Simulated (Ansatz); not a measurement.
# Calculations on CH$_{4}$NPSi

### Relaxation

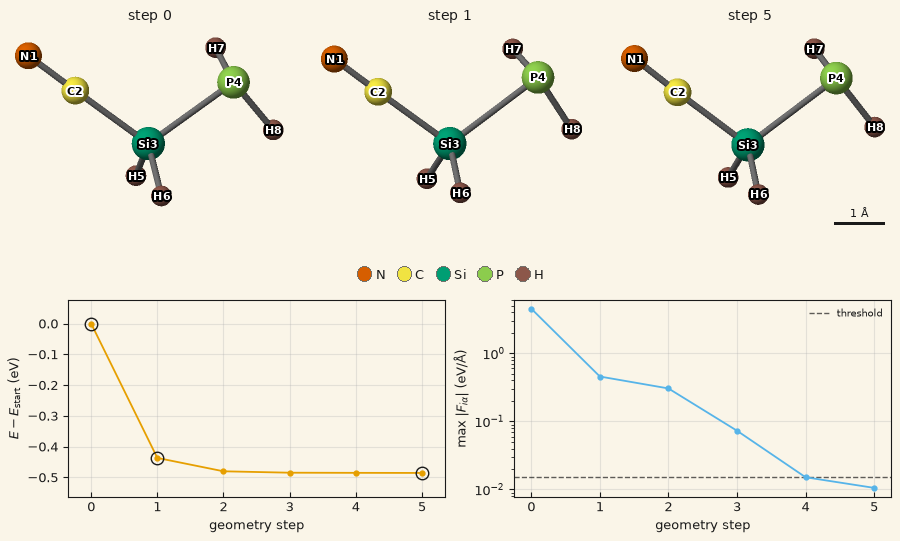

Frames of a relaxation of CH4NPSi, marked on the history of the run. The picture is a ball-and-stick view, seen at a tilt.

The run prepares an end point of a later path (inversion) calculation, from a guessed geometry.

Theory: Ansatz, RKS CAM-B3LYP-D4/def2-SVP. Set-up: no spin polarisation; force threshold 0.015 eV/Å; at most 40 steps.

Question: Describe the path.

Answer: The largest move after the best rigid fit is that of H5, 0.16 Å. By element the largest moves are H 0.16 Å, N 0.14 Å, P 0.11 Å, Si 0.06 Å, C 0.06 Å. Among the contacts that change: Si3–P4 2.148 → 2.257 Å, N1–C2 1.221 → 1.155 Å, C2–Si3 1.900 → 1.861 Å, P4–H7 1.386 → 1.424 Å. Bond angles that change, for instance: P4–Si3–H5 106.2° → 115.2°, Si3–P4–H7 100.5° → 93.4°, C2–Si3–H6 111.6° → 107.3°. The energy falls by 0.485 eV in 5 geometry steps. The largest force component goes from 4.5 to 0.011 eV/Å. Cost: 9.6 s on 2 threads of AMD EPYC 9R14 (Zen 4) (shared host), peak memory 0.21 GiB. From step 0 to 1: H5 moves most (0.19 Å), energy −0.437 eV. From step 1 to 5: H8 moves most (0.08 Å), energy −0.049 eV.

```tsv
step	E − E(0), eV	largest force component, eV/Å
0	0.0000	4.5386
1	-0.4366	0.4574
2	-0.4801	0.3055
3	-0.4846	0.0731
4	-0.4851	0.0151
5	-0.4854	0.0106
```

### Relaxation

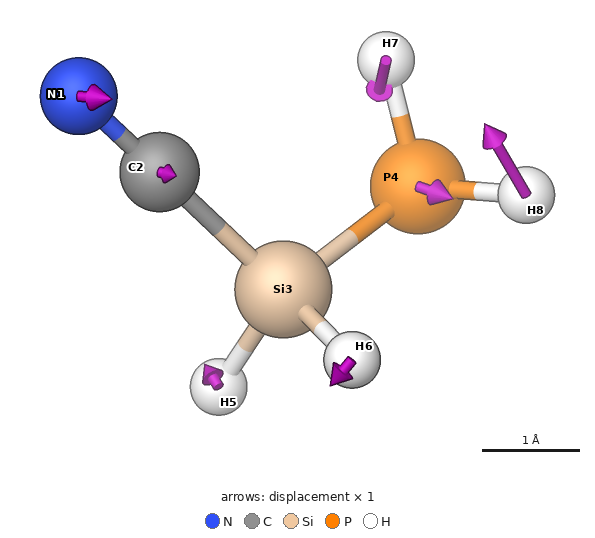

This is a relaxation of CH₄NPSi. The starting structure is drawn; purple arrows show the displacements, at their true length. The two geometries are superimposed by the best rigid fit.

The picture is a ball-and-stick view, seen at a tilt.

The run prepares an end point of a later path (inversion) calculation, from a guessed geometry.

Theory: RKS CAM-B3LYP-D4/def2-SVP in Ansatz 0.2.0.

The input:
```yaml
crystal:
  periodic: [false, false, false]
  atoms:
    - { symbol: "N", position_ang: [2.1105, -0.6217, 2.1592] }
    - { symbol: C, position_ang: [1.313, -0.1214, 1.3818] }
    - { symbol: Si, position_ang: [0.0939, 0.6226, 0.1287] }
    - { symbol: P, position_ang: [-1.3135, -0.8823, -0.4794] }
    - { symbol: H, position_ang: [0.8197, 1.0471, -1.1191] }
    - { symbol: H, position_ang: [-0.6118, 1.806, 0.689] }
    - { symbol: H, position_ang: [-1.04124, -1.87268, 0.45182] }
    - { symbol: H, position_ang: [-2.44923, -0.34372, 0.20627] }
basis:
  gaussian: { orbitals: def2-SVP }
hamiltonian:
  xc: cam_b3lyp
  dispersion: d4
relax:
  f_tol: 0.015
  max_steps: 40
```

Launched with:
```bash
ansatz run input.yaml --threads 2 --pin off --max-ram 3072MiB --backend cpu --events-out ev --progress --plain --runs-dir out
```

**Which element moves most?**

Hydrogen: up to 0.98 Å, against 0.45 Å for phosphorus.

**What happened in the run?**

The atom that moves furthest after the best rigid fit is H8 (0.98 Å). By element the largest moves are H 0.98 Å, P 0.45 Å, N 0.41 Å, C 0.22 Å, Si 0.07 Å. Among the contacts that change: Si3–P4 2.148 → 2.254 Å, N1–C2 1.221 → 1.155 Å, C2–Si3 1.900 → 1.861 Å, P4–H7 1.386 → 1.424 Å. Among the angles between lasting bonds that change: Si3–P4–H7 100.5° → 93.6°, C2–Si3–H6 111.6° → 107.1°, P4–Si3–H5 106.2° → 110.1°. Groups turn about Si3–P4 by about 60°. Over 17 accepted moves (19 points after the start) the energy falls by 0.522 eV. Largest force component: 4.5 eV/Å at the start, 0.0096 eV/Å at the end. The line search rejected the trial steps at points 9, 13 of the run. Cost: 26 s on 2 threads of AMD EPYC 9R14 (Zen 4), with other jobs on the host, peak memory 0.21 GiB.

### Path

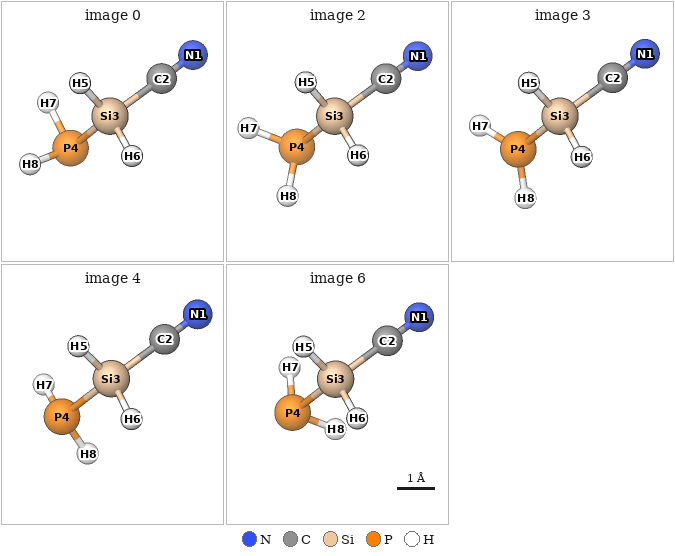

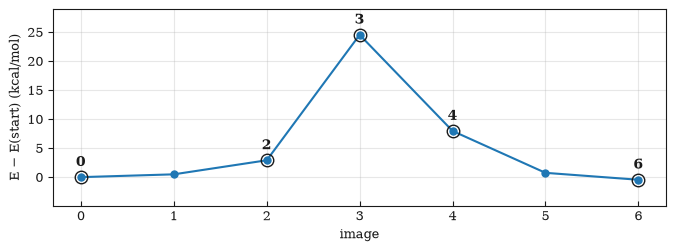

A nudged-elastic-band calculation for CH4NPSi. Images are numbered from 0 (start) to 6 (end). The picture is a ball-and-stick view, seen from a free direction.

These are results of RKS CAM-B3LYP-D4/def2-SVP in Ansatz 0.2.0, not measurements. Set-up: 5 movable images; climbing image; force threshold 0.05 eV/Å; iteration limit 60; starting path by image-dependent pair potential.

Q: Read off the barrier and say what moves.

A: The energy climbs by 24.5 kcal/mol to image 3 and then falls by 25.0 kcal/mol, so the end point sits at −0.4 kcal/mol. The motion is an umbrella inversion at P4. No bond forms or breaks between the ends. Among the angles between lasting bonds that change up to the highest image: Si3–P4–H7 93.4° → 123.7°, Si3–P4–H8 92.7° → 121.9°. The band is converged. At the top, the vibrational analysis gives one imaginary mode (720i cm⁻¹), as a transition state must have.

The run took 73 s on 2 threads of AMD EPYC 9R14 (Zen 4) (shared host), peak memory 0.21 GiB.
